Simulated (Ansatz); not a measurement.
## Nudged elastic band of CH6S3Si (part 2 of 2)

The same run, continued: CH6S3Si; RKS PBE0/def2-SVP (Ansatz 0.2.0). It belongs to a series of runs on one base structure; here: band between the two ends.

Geometry of the input (Å):
```
Si -1.4558  0.4397  0.8418
C  0.2483  0.9325  0.1729
S  1.6261  -0.0483  0.8532
S  1.3506  -1.9053  0.0128
S  2.1843  -1.8332  -1.8965
H  -1.4840  0.6667  2.3165
H  -2.5057  1.2852  0.1916
H  -1.7354  -0.9954  0.5489
H  0.3009  0.9122  -0.9285
H  0.4745  1.9695  0.4767
H  1.0615  -1.4807  -2.5688
```

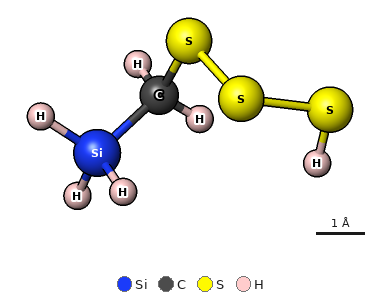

*The input geometry (ball-and-stick view, seen at a tilt).*

```
Total energy: -41486.99961373 eV, -1524.6191149061 hartree
Atom 0 at    -1.375955     0.379875     0.640381 Å, force    -0.010581     0.010468    -0.009472 eV/Å
Atom 1 at     0.404138     0.881703     0.232980 Å, force     0.018415     0.005858     0.021054 eV/Å
Atom 2 at     1.630063    -0.187122     1.032109 Å, force    -0.010208     0.014506    -0.004951 eV/Å
Atom 3 at     1.708181    -1.786720    -0.386099 Å, force     0.006610    -0.016562    -0.011295 eV/Å
Atom 4 at     1.519568    -1.037775    -2.348502 Å, force    -0.005385     0.003012     0.002060 eV/Å
Atom 5 at    -1.615603     0.525816     2.105355 Å, force    -0.003204    -0.000513     0.003531 eV/Å
Atom 6 at    -2.343945     1.231049    -0.116252 Å, force     0.006510    -0.002278     0.002004 eV/Å
Atom 7 at    -1.571318    -1.049984     0.252725 Å, force    -0.002125    -0.007868    -0.002710 eV/Å
Atom 8 at     0.609668     0.851835    -0.858153 Å, force    -0.007767    -0.006125    -0.011548 eV/Å
Atom 9 at     0.637359     1.904453     0.570095 Å, force     0.001656    -0.001284     0.003264 eV/Å
Atom 10 at     0.463243    -1.770128    -1.104038 Å, force     0.006079     0.000787     0.008063 eV/Å
Dipole moment:    -0.246388     0.133045     0.338761 e Å
this run last wrote the band of iteration 15 to [file]
```

## The last band as extended XYZ (Å, eV, eV/Å)
```
11
Properties=species:S:1:pos:R:3:forces:R:3 image=0 energy=-41489.02730
Si   -1.4558    0.4397    0.8418    0.0048   0.0005  -0.0026
C     0.2483    0.9325    0.1729   -0.0188  -0.0022  -0.0144
S     1.6261   -0.0483    0.8532    0.0076   0.0011   0.0036
S     1.3506   -1.9053    0.0128   -0.0005  -0.0011  -0.0039
S     2.1843   -1.8332   -1.8965   -0.0021   0.0001   0.0029
H    -1.4840    0.6667    2.3165    0.0008  -0.0008   0.0008
H    -2.5057    1.2852    0.1916    0.0013   0.0002   0.0008
H    -1.7354   -0.9954    0.5489   -0.0001   0.0001  -0.0011
H     0.3009    0.9122   -0.9285    0.0039   0.0040   0.0166
H     0.4745    1.9695    0.4767    0.0026  -0.0004  -0.0030
H     1.0615   -1.4807   -2.5688    0.0006  -0.0015   0.0002
11
Properties=species:S:1:pos:R:3:forces:R:3 image=1 energy=-41489.02501
Si   -1.4224    0.4033    0.7818    0.0044   0.0008  -0.0013
C     0.2830    0.9748    0.1815   -0.0063  -0.0031   0.0006
S     1.6962    0.0368    0.8436    0.0009  -0.0031   0.0018
S     1.4068   -1.8630    0.1077   -0.0037   0.0031  -0.0021
S     2.0575   -1.8498   -1.8721    0.0072  -0.0034  -0.0010
H    -1.4790    0.4973    2.2698    0.0012   0.0009   0.0025
H    -2.4631    1.2979    0.1858   -0.0025   0.0029   0.0036
H    -1.6908   -0.9999    0.3555   -0.0030   0.0030   0.0023
H     0.3548    1.0028   -0.9186   -0.0048   0.0001  -0.0006
H     0.4593    2.0072    0.5310    0.0004  -0.0004  -0.0023
H     0.8629   -1.5643   -2.4453    0.0063  -0.0009  -0.0034
11
Properties=species:S:1:pos:R:3:forces:R:3 image=2 energy=-41489.01370
Si   -1.3788    0.3671    0.7202    0.0103   0.0027  -0.0022
C     0.3383    0.9876    0.2072   -0.0057  -0.0011   0.0049
S     1.7624    0.0686    0.8674   -0.0077   0.0013  -0.0069
S     1.4579   -1.8432    0.1622   -0.0064  -0.0029  -0.0010
S     1.8770   -1.7965   -1.8778    0.0129  -0.0150   0.0039
H    -1.5192    0.4380    2.2037    0.0066  -0.0037   0.0066
H    -2.4006    1.2502    0.0770   -0.0082   0.0098   0.0132
H    -1.5992   -1.0336    0.2594   -0.0080   0.0075  -0.0004
H     0.4395    1.0478   -0.8897   -0.0125   0.0040  -0.0018
H     0.4779    2.0139    0.5894   -0.0026   0.0012  -0.0030
H     0.6103   -1.5570   -2.2984    0.0213  -0.0038  -0.0133
11
Properties=species:S:1:pos:R:3:forces:R:3 image=3 energy=-41488.98362
Si   -1.3473    0.3420    0.6797    0.0143   0.0109  -0.0001
C     0.3908    0.9606    0.2409   -0.0092  -0.0034  -0.0019
S     1.8115    0.0568    0.9217   -0.0063   0.0103  -0.0166
S     1.5437   -1.8426    0.1491   -0.0475   0.0028   0.0255
S     1.7046   -1.6445   -1.9157    0.0282  -0.0529  -0.0004
H    -1.5882    0.4585    2.1469    0.0159  -0.0116   0.0136
H    -2.3272    1.2004   -0.0569   -0.0077   0.0018   0.0234
H    -1.5366   -1.0727    0.2475    0.0028   0.0005  -0.0011
H     0.5237    1.0109   -0.8535   -0.0215   0.0207  -0.0113
H     0.5154    1.9915    0.6142   -0.0035   0.0111   0.0110
H     0.3751   -1.5179   -2.1533    0.0346   0.0099  -0.0421
11
Properties=species:S:1:pos:R:3:forces:R:3 image=4 energy=-41488.89787
Si   -1.3489    0.3442    0.6588    0.0332  -0.0120   0.0130
C     0.4173    0.9064    0.2635    0.0073   0.0078   0.0009
S     1.8249    0.0240    0.9927    0.0416   0.0743  -0.0514
S     1.7286   -1.8365    0.0575   -0.1290  -0.0099   0.0906
S     1.5691   -1.4336   -1.9732    0.0608  -0.1222   0.0507
H    -1.6416    0.5013    2.1123    0.0116  -0.0276   0.0237
H    -2.2868    1.2080   -0.1279    0.0200  -0.0176   0.0240
H    -1.5588   -1.0755    0.2485    0.0200  -0.0147   0.0099
H     0.5823    0.9175   -0.8288   -0.0339   0.0336   0.0023
H     0.5589    1.9471    0.5999   -0.0261   0.0313   0.0212
H     0.2204   -1.5599   -1.9828   -0.0056   0.0568  -0.1848
11
Properties=species:S:1:pos:R:3:forces:R:3 image=5 energy=-41488.64181
Si   -1.3696    0.3708    0.6400    0.0445  -0.0380   0.0210
C     0.4151    0.8707    0.2548    0.0075  -0.0070   0.0376
S     1.7547   -0.0634    1.0486    0.2031   0.2191  -0.0147
S     1.9036   -1.8253   -0.0958    0.1616   0.0034   0.2731
S     1.4668   -1.2647   -2.0490    0.0869  -0.2761   0.3380
H    -1.6438    0.5346    2.0958   -0.0150  -0.0276   0.0263
H    -2.3118    1.2378   -0.1398    0.0471  -0.0235   0.0173
H    -1.5886   -1.0514    0.2401   -0.0069  -0.0260   0.0085
H     0.6109    0.8642   -0.8333   -0.0299   0.0190   0.0362
H     0.6115    1.9049    0.5834   -0.0625   0.0253   0.0258
H     0.2167   -1.6353   -1.7242   -0.4364   0.1315  -0.7691
11
Properties=species:S:1:pos:R:3:forces:R:3 image=6 energy=-41487.81173
Si   -1.3765    0.3819    0.6367   -0.0049  -0.0340   0.0119
C     0.4044    0.8731    0.2391    0.0085  -0.0407   0.0629
S     1.6799   -0.1473    1.0386    0.3206   0.2788  -0.0360
S     1.8407   -1.8175   -0.2261    0.8356  -0.1133   0.9028
S     1.4219   -1.1465   -2.1964   -0.6198  -0.5758   0.8292
H    -1.6260    0.5367    2.0983   -0.0188  -0.0064   0.0167
H    -2.3351    1.2406   -0.1286    0.0161  -0.0137   0.0098
H    -1.5813   -1.0450    0.2462   -0.0212  -0.0189  -0.0025
H     0.6110    0.8550   -0.8479   -0.0508   0.0338   0.0460
H     0.6367    1.8979    0.5750   -0.0489  -0.0294   0.0313
H     0.3897   -1.6859   -1.4141   -0.4164   0.5195  -1.8721
11
Properties=species:S:1:pos:R:3:forces:R:3 image=7 energy=-41486.99959
Si   -1.3760    0.3799    0.6404   -0.0106   0.0105  -0.0095
C     0.4041    0.8817    0.2330    0.0184   0.0059   0.0211
S     1.6301   -0.1871    1.0321   -0.0102   0.0145  -0.0050
S     1.7082   -1.7867   -0.3861    0.0066  -0.0166  -0.0113
S     1.5196   -1.0378   -2.3485   -0.0054   0.0030   0.0021
H    -1.6156    0.5258    2.1054   -0.0032  -0.0005   0.0035
H    -2.3439    1.2310   -0.1163    0.0065  -0.0023   0.0020
H    -1.5713   -1.0500    0.2527   -0.0021  -0.0079  -0.0027
H     0.6097    0.8518   -0.8582   -0.0078  -0.0061  -0.0115
H     0.6374    1.9045    0.5701    0.0017  -0.0013   0.0033
H     0.4632   -1.7701   -1.1040    0.0061   0.0008   0.0081
11
Properties=species:S:1:pos:R:3:forces:R:3 image=8 energy=-41487.55329
Si   -1.3726    0.3749    0.6514    0.0155   0.0279  -0.0192
C     0.4004    0.8895    0.2264    0.0004   0.0119   0.0031
S     1.6066   -0.2098    1.0074   -0.1438  -0.1311  -0.0312
S     1.6822   -1.7223   -0.5862   -0.1512   0.1969  -0.7698
S     1.6739   -0.9413   -2.4316    0.6837   0.3316  -0.2735
H    -1.6005    0.5096    2.1195   -0.0012  -0.0016  -0.0040
H    -2.3603    1.2109   -0.0940   -0.0188   0.0016  -0.0032
H    -1.5583   -1.0602    0.2643    0.0051   0.0194  -0.0062
H     0.5965    0.8628   -0.8689    0.0064   0.0119  -0.0232
H     0.6309    1.9123    0.5629    0.0196   0.0190  -0.0182
H     0.3667   -1.8834   -0.8305   -0.4159  -0.4875   1.1454
11
Properties=species:S:1:pos:R:3:forces:R:3 image=9 energy=-41487.92381
Si   -1.3807    0.3863    0.6440   -0.0016   0.0043  -0.0063
C     0.3921    0.8884    0.2147    0.0024  -0.0008   0.0049
S     1.5882   -0.2546    0.9499   -0.0132  -0.0134  -0.0155
S     1.7071   -1.6764   -0.7269    0.0060   0.0054  -0.0355
S     1.6680   -0.7784   -2.4710    0.0015   0.0423  -0.0087
H    -1.6010    0.5080    2.1149   -0.0041   0.0016  -0.0041
H    -2.3794    1.2248   -0.0855   -0.0028   0.0100  -0.0023
H    -1.5690   -1.0458    0.2481   -0.0059   0.0092  -0.0089
H     0.5756    0.8858   -0.8846   -0.0006   0.0038  -0.0035
H     0.6524    1.8994    0.5659    0.0078  -0.0047   0.0015
H     0.4121   -2.0947   -0.5490    0.0104  -0.0578   0.0785
11
Properties=species:S:1:pos:R:3:forces:R:3 image=10 energy=-41487.93719
Si   -1.4082    0.4169    0.6449   -0.0028  -0.0003   0.0008
C     0.3798    0.8711    0.2299    0.0067  -0.0004   0.0008
S     1.5690   -0.2660    0.9672    0.0028  -0.0121  -0.0180
S     1.8233   -1.6319   -0.7708   -0.0086   0.0020   0.0136
S     1.4894   -0.7079   -2.4694   -0.0023  -0.0011   0.0020
H    -1.6439    0.5269    2.1147    0.0003  -0.0028   0.0005
H    -2.3638    1.3111   -0.0779   -0.0019   0.0024  -0.0006
H    -1.6438   -0.9982    0.2217   -0.0012  -0.0003  -0.0036
H     0.5456    0.8355   -0.8763    0.0015   0.0056   0.0084
H     0.6641    1.8878    0.5438   -0.0039   0.0024  -0.0058
H     0.6539   -2.3023   -0.5071    0.0096   0.0045   0.0018
```

## Summary

- outcome: converged
- barrier, forward: 2.028 eV
- barrier, backward: 0.938 eV
- hardware: 2 threads of Arm Neoverse V1, 24 GiB of memory available, shared host
- wall time: 8.9 min (CPU time 17 min)
- peak memory: 0.32 GiB

## Remarks

The order of the saddle point was not checked.
